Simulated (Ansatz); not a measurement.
**Al₂NH₃ (SMILES [NH]1[AlH][AlH]1): functionals against CCSD(T) at one geometry**

Aim: energy, forces and dipole at a structure displaced at random from a GFN2-xTB minimum, from CCSD(T) and from density functionals.

Program: Ansatz 0.2.0, Gaussian basis. Level of theory: single points in def2-TZVPP. These are calculated values, not measurements.

Correlated methods freeze the cores.

## (1) The system as given

SMILES `[NH]1[AlH][AlH]1`, 6 atoms, charge 0, spin multiplicity 1.

Atoms are counted from 1 here; the program's logs count them from 0.

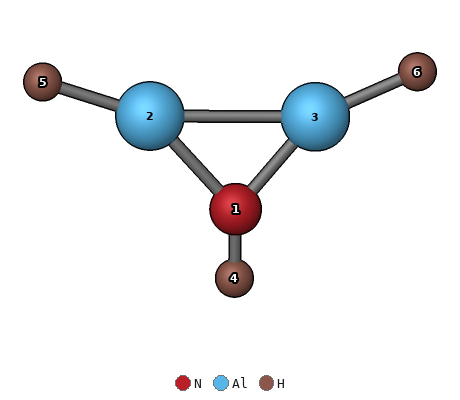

As it starts; nitrogen red, aluminium blue, hydrogen brown; atoms are numbered from 1 in the order of the file.

Geometry (Å):

```
N    -0.83630   -0.35550   -0.21380
Al    0.73770    0.42550   -1.10340
Al    0.15230    0.01750    1.33510
H    -1.73820   -0.92450   -0.51280
H     1.55950    0.95750   -2.54970
H     0.43890   -0.04730    3.02100
```

## (2) CCSD(T)/def2-TZVPP

run/in.yaml reads:

```yaml
crystal:
  periodic: [false, false, false]
  atoms:
    - {symbol: N, position_ang: [-0.836300, -0.355500, -0.213800]}
    - {symbol: Al, position_ang: [0.737700, 0.425500, -1.103400]}
    - {symbol: Al, position_ang: [0.152300, 0.017500, 1.335100]}
    - {symbol: H, position_ang: [-1.738200, -0.924500, -0.512800]}
    - {symbol: H, position_ang: [1.559500, 0.957500, -2.549700]}
    - {symbol: H, position_ang: [0.438900, -0.047300, 3.021000]}
basis:
  gaussian: {orbitals: def2-TZVPP}
correlation: {method: ccsd_t}
output: {forces: true}
```

No record of the launch command was kept for these runs.

## (3) PBE0-D4/def2-TZVPP

Changes to run/in.yaml since step 2:

```diff
@@ -11,3 +11,3 @@
   gaussian: {orbitals: def2-TZVPP}
-correlation: {method: ccsd_t}
-output: {forces: true}
+hamiltonian: {xc: pbe0, dispersion: d4}
+output: {forces: true, orbitals: {seedname: orbitals}}
```

## (4) wB97M-V/def2-TZVPP

Changes to run/in.yaml since step 3:

```diff
@@ -11,3 +11,3 @@
   gaussian: {orbitals: def2-TZVPP}
-hamiltonian: {xc: pbe0, dispersion: d4}
-output: {forces: true, orbitals: {seedname: orbitals}}
+hamiltonian: {xc: {name: wB97M-V}}
+output: {forces: true}
```

## (5) r2SCAN-D4/def2-TZVPP

Changes to run/in.yaml since step 4:

```diff
@@ -11,3 +11,3 @@
   gaussian: {orbitals: def2-TZVPP}
-hamiltonian: {xc: {name: wB97M-V}}
+hamiltonian: {xc: r2scan, dispersion: d4}
 output: {forces: true}
```

## (6) PBE-D4/def2-TZVPP

Changes to run/in.yaml since step 5:

```diff
@@ -11,3 +11,3 @@
   gaussian: {orbitals: def2-TZVPP}
-hamiltonian: {xc: r2scan, dispersion: d4}
+hamiltonian: {xc: pbe, dispersion: d4}
 output: {forces: true}
```

## (7) BHLYP-D4/def2-TZVPP

Changes to run/in.yaml since step 6:

```diff
@@ -11,3 +11,3 @@
   gaussian: {orbitals: def2-TZVPP}
-hamiltonian: {xc: pbe, dispersion: d4}
+hamiltonian: {xc: {name: BHLYP}, dispersion: d4}
 output: {forces: true}
```

## (8) B97M-V/def2-TZVPP

Changes to run/in.yaml since step 7:

```diff
@@ -11,3 +11,3 @@
   gaussian: {orbitals: def2-TZVPP}
-hamiltonian: {xc: {name: BHLYP}, dispersion: d4}
+hamiltonian: {xc: {name: B97M-V}}
 output: {forces: true}
```

(Steps that only read results are left out.)

Q: Predict the outcome of this session. Wanted: energy less free atoms, CCSD(T)/def2-TZVPP; RMS force component; RMS force error; HOMO and LUMO, PBE0-D4; T1 diagnostic.

The runs gave:

```
                                  quantity                                                                                           value
energy less free atoms, CCSD(T)/def2-TZVPP                                                                                      -15.574 eV
                       RMS force component                                                            0.852 to 1.106 eV/Å over the methods
                           RMS force error  PBE0-D4 0.116, wB97M-V 0.101, r2SCAN-D4 0.109, PBE-D4 0.137, BHLYP-D4 0.201, B97M-V 0.143 eV/Å
                    HOMO and LUMO, PBE0-D4                                                                              -5.52 and -1.42 eV
                             T1 diagnostic                                                                                           0.019
```

**Reading.** Against CCSD(T) the functionals' energies less atoms differ by -0.900 to +0.292 eV, PBE-D4 by -0.858 eV. CCSD(T) in triple zeta still lacks some correlation energy of the bonds, so part of these gaps is its own basis error and they don't rank the functionals. The forces of wB97M-V come nearest to CCSD(T), those of BHLYP-D4 are farthest.
